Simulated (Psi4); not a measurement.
**SnO (tin(ii) oxide) at MP2/def2-TZVPPD (core potential)**

Aim: the vertical singlet–triplet gap of SnO (tin(ii) oxide) at MP2/def2-TZVPPD (core potential), from 2 runs. 

The calculation is run with Psi4 1.11.

2 further runs of the same task are left out: 2 set aside as unsound or not needed.

**1. Starting point**

SnO has 2 atoms, charge 0, and is taken as a singlet. As SMILES, `[O]=[Sn]`. The shape is that of a PBE0-D4/def2-TZVP optimisation.

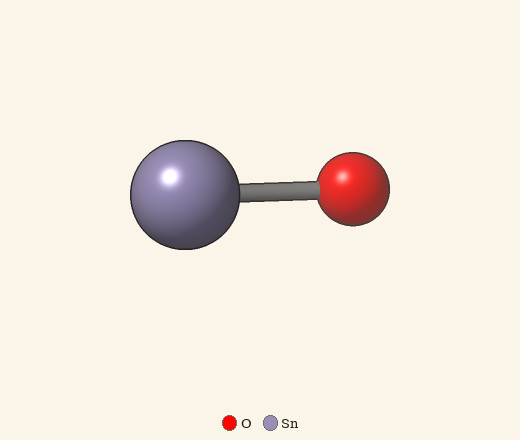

The structure, seen from a chosen angle (oxygen red, tin purple).

**2. A single-point energy at MP2/def2-TZVPPD (core potential)**

File osn.xyz:

```xyz
2
OSn
O      0.000000     0.000000    -0.007080
Sn     0.000000     0.000000     1.810660
```

File run_ase.py:

```python
import numpy as np
from ase.calculators.psi4 import Psi4
from ase.io import read

mol = read('osn.xyz')
calc = Psi4(atoms=mol, method='mp2', basis='def2-TZVPPD', memory='2200MB', num_threads=1, charge=0, multiplicity=1, label='osn', reference='rhf')
calc.psi4.set_options({'puream': True, 'e_convergence': 1e-09, 'd_convergence': 1e-08, 'scf_type': 'pk', 'num_frozen_docc': 5, 'mp2_type': 'conv'})
mol.calc = calc

print(f'energy: {mol.get_potential_energy():.6f} eV')
```

Command:

```console
$ python run_ase.py
```

osn.dat:

```text
[...]
    !!!  WARNING: ECP capability is in beta. Please check occupations closely.  !!!
[...]
  Running in c1 symmetry.
[...]
  Nuclear repulsion =   51.236804536358335
[...]
  Multiplicity = 1
[...]
  Nalpha       = 15
  Nbeta        = 15
[...]
    Number of basis functions: 96
[...]
   @RHF iter   1:  -287.90120448890929   -1.58553e+00   8.82298e-03 DIIS/ADIIS
[...]
   @RHF iter  14:  -288.22020241132617   -5.05906e-12   3.29147e-09 DIIS
[...]
    Orbital Energies [Eh]
    ---------------------
    Doubly Occupied:
       1A    -20.499704     2A     -5.882866     3A     -4.074518
       4A     -4.074518     5A     -4.060864     6A     -1.358906
       7A     -1.344324     8A     -1.344324     9A     -1.331115
      10A     -1.331115    11A     -1.145854    12A     -0.556182
      13A     -0.404810    14A     -0.404810    15A     -0.384241
[...]
  @RHF Final Energy:  -288.22020241132617
   => Energetics <=
    Nuclear Repulsion Energy =             51.2368045363583349
    One-Electron Energy =                -582.5177144656521477
    Two-Electron Energy =                 243.0607075179676144
    Total Energy =                       -288.2202024113261700
[...]
 Multipole Moments:
 ------------------------------------------------------------------------------------
     Multipole            Electronic (a.u.)      Nuclear  (a.u.)        Total (a.u.)
 ------------------------------------------------------------------------------------
 L = 1.  Multiply by 2.5417464519 to convert [e a0] to [Debye]
 Dipole X            :         -0.0000000            0.0000000           -0.0000000
 Dipole Y            :          0.0000003            0.0000000            0.0000003
 Dipole Z            :         17.4380474          -15.3512859            2.0867614
 Magnitude           :                                                    2.0867614
[...]
	SCS-MP2 Total Energy (a.u.)        :  -288.74990584465553
	SOS-MP2 Total Energy (a.u.)        :  -288.69003400402090
	SCSN-MP2 Total Energy (a.u.)       :  -288.53632572987721
[...]
	SOS-PI-MP2 Total Energy (a.u.)     :  -288.76833926947000
[...]
	MP2 Total Energy (a.u.)            :  -288.79134426047574
[...]
```

The script printed:

```text
energy: -7858.412749 eV
```

Run time: 6.9 s. Hardware: 1 thread of Intel Xeon Platinum 8223CL at 3.00GHz (Skylake/Cascade Lake), shared host; peak memory 0.55 GiB.

**3. The triplet**

File job.inp:

```
memory 2.2 GB

molecule system {
  0 3
  O      0.000000     0.000000    -0.007080
  Sn     0.000000     0.000000     1.810660
  symmetry c1
  no_reorient
  no_com
}

set globals {
  reference uhf
  puream true
  e_convergence 1e-09
  d_convergence 1e-08
  scf_type pk
  num_frozen_docc 5
  mp2_type conv
  maxiter 100
}

e, wfn = energy("mp2/def2-TZVPPD", return_wfn=True)
print_variables()
```

Command:

```console
$ psi4 -i job.inp -o job.out -n 1
```

job.out:

```text
[...]
    !!!  WARNING: ECP capability is in beta. Please check occupations closely.  !!!
[...]
  Running in c1 symmetry.
[...]
  Nuclear repulsion =   51.236804536358335
[...]
  Multiplicity = 3
[...]
  Nalpha       = 16
  Nbeta        = 14
[...]
    Number of basis functions: 96
[...]
   @UHF iter   1:  -287.78930262905317   -1.48142e+00   8.71131e-03 ADIIS/DIIS
[...]
   @UHF iter  23:  -288.15941391208736    1.10845e-11   5.27702e-09 DIIS
[...]
   @S^2 Observed:                2.039424734E+00
[...]
    Orbital Energies [Eh]
    ---------------------
    Alpha Occupied:
       1A    -20.585966     2A     -5.884148     3A     -4.072944
       4A     -4.072536     5A     -4.069009     6A     -1.411312
       7A     -1.341389     8A     -1.335182     9A     -1.335088
      10A     -1.333977    11A     -1.257100    12A     -0.689379
      13A     -0.548268    14A     -0.526906    15A     -0.479299
      16A     -0.252171
    Alpha Virtual:
      17A     -0.002242    18A      0.056372    19A      0.066919
      20A      0.114057    21A      0.114449    22A      0.116616
      23A      0.131052    24A      0.131427    25A      0.160916
[...]
  @UHF Final Energy:  -288.15941391208736
   => Energetics <=
    Nuclear Repulsion Energy =             51.2368045363583349
    One-Electron Energy =                -581.7462607561330969
    Two-Electron Energy =                 242.3500423076873460
    Total Energy =                       -288.1594139120874161
  UHF NO Occupations:
  HONO-2 :   14  A 1.9871823
  HONO-1 :   15  A 1.0000000
[...]
 Multipole Moments:
 ------------------------------------------------------------------------------------
     Multipole            Electronic (a.u.)      Nuclear  (a.u.)        Total (a.u.)
 ------------------------------------------------------------------------------------
 L = 1.  Multiply by 2.5417464519 to convert [e a0] to [Debye]
 Dipole X            :          0.0000011            0.0000000            0.0000011
 Dipole Y            :          0.0000042            0.0000000            0.0000042
 Dipole Z            :        -74.2319555           75.1692991            0.9373436
 Magnitude           :                                                    0.9373436
[...]
	SCS-MP2 Total Energy (a.u.)        :  -288.60970820554797
	SOS-MP2 Total Energy (a.u.)        :  -288.55866938663377
	SCSN-MP2 Total Energy (a.u.)       :  -288.42889887595425
[...]
	SOS-PI-MP2 Total Energy (a.u.)     :  -288.62521196572482
[...]
	MP2 Total Energy (a.u.)            :  -288.64524326428528
[...]
```

Run time: 9 s. Hardware: 1 thread of Intel Xeon Platinum 8223CL at 3.00GHz (Skylake/Cascade Lake), shared host; peak memory 0.54 GiB.

**4. Results**

At MP2/def2-TZVPPD (core potential), 5 core orbitals frozen:

| quantity | value |
| --- | --- |
| singlet: total energy | -288.79134 Eh |
| singlet: HOMO energy (Hartree–Fock orbitals) | -10.46 eV |
| singlet: LUMO energy (Hartree–Fock orbitals) | 0.14 eV |
| singlet: HOMO–LUMO gap (Hartree–Fock orbitals) | 10.59 eV |
| singlet: correlation energy (5 core orbitals frozen) | -571.1 mEh |
| triplet: total energy | -288.64524 Eh |
| triplet: HOMO energy (Hartree–Fock orbitals) (highest over α and β) | -6.86 eV |
| triplet: LUMO energy (Hartree–Fock orbitals) (lowest over α and β) | -0.16 eV |
| triplet: correlation energy (5 core orbitals frozen) | -485.8 mEh |
| triplet: ⟨S²⟩ of the reference determinant | 2.039 |
| vertical energy of the triplet above the singlet | 3.976 eV |

At this shape the triplet lies 3.98 eV (384 kJ/mol) above the singlet.
